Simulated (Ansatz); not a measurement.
Cl3GaH3N

```csv
atom,x (Å),y (Å),z (Å)
Ga,0.0177,-0.1067,0.2865
Cl,-0.1346,0.8521,2.2409
Cl,1.9259,0.0700,-0.7532
Cl,-1.7842,-0.1314,-0.9423
N,0.0844,-2.1188,0.8822
H,-0.6950,-2.6431,0.4574
H,0.9721,-2.5575,0.5951
H,0.0025,-2.1808,1.9080
```

Computed with RKS PBE/def2-SVP (Ansatz 0.2.0).

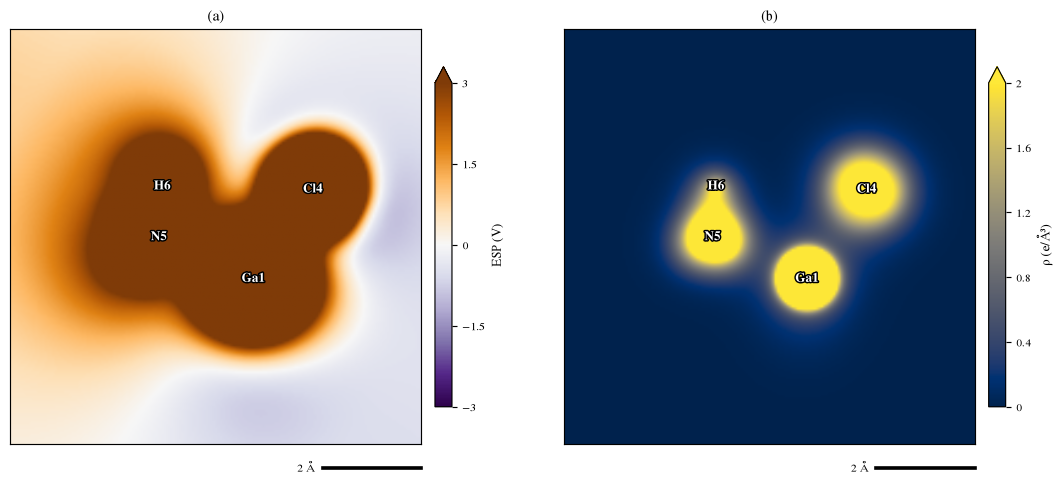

Figure 1. (a) molecular electrostatic potential; (b) electron density on the plane of atoms Ga1, N5 and H6.

**Interpret the plot.**

The section cuts through Ga, Cl, N and H sites.
Ga–N (2.10 Å): the density is about 0.52 e/Å³ at the midpoint.
Ga–Cl (2.18 Å): ρ is about 0.64 e/Å³ halfway.
N–H (1.03 Å): ρ at the midpoint is about 2.8 e/Å³.
Outside the dense part of the molecule the potential is most negative (−0.9 V) near Cl4.

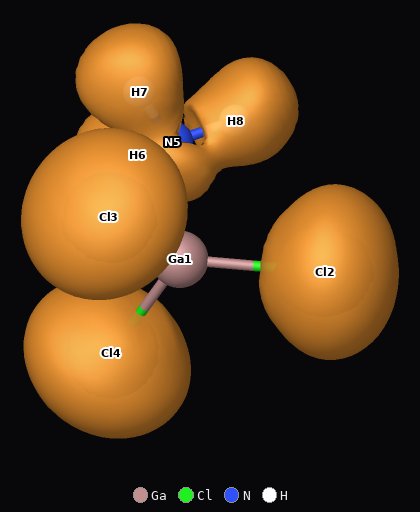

Figure 2. Isosurface of the ELF at 0.75 (orange), seen at an oblique angle. Core shells and regions of very low density are left out.

**Identify the bonds, lone pairs and shells in this picture.**

The surface consists of three regions wrapped around Cl (the valence shell of each) and one joined region spread over several atoms (H, N), in which their bonds and any lone pairs are merged.


Ga–N (2.10 Å): the ELF peaks at about 0.95 in the valence shell of N, 0.7 Å from its nucleus, and is about 0.35 at the midpoint. Ga–Cl (2.18 Å): the ELF peaks at about 0.85 in the valence shell of Cl, 0.8 Å from its nucleus, and is about 0.55 at the midpoint.

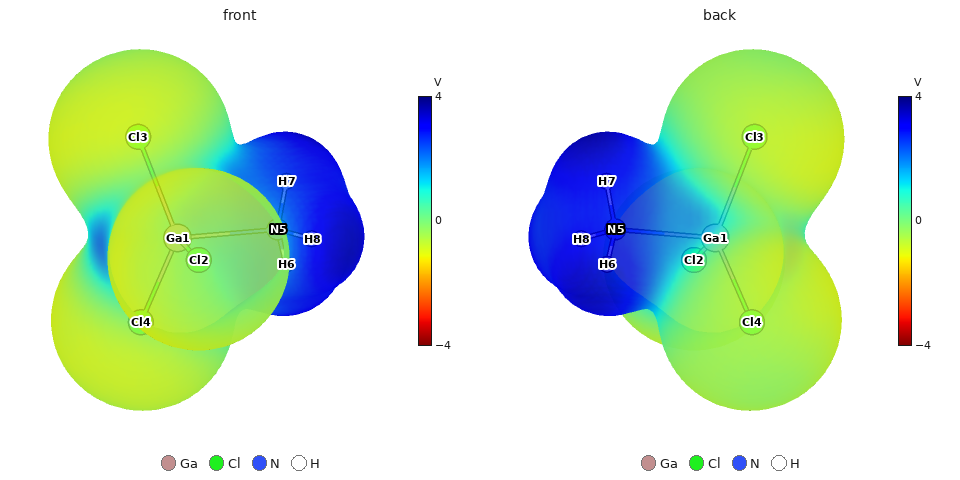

Figure 3. The molecular electrostatic potential painted on the density surface at 0.004 e/bohr³, seen from the front and from behind; red is negative and blue positive.

**Which sites attract a positive test charge, and which a negative one?**

A positive charge is drawn to the negative regions and a negative charge to the positive ones. The most negative region (about −1.0 V, or −23 kcal/mol for a unit charge) lies over Cl2, Cl3 and Cl4, the most positive (about +3.6 V, or +83 kcal/mol for a unit charge) over H6, H7 and H8.
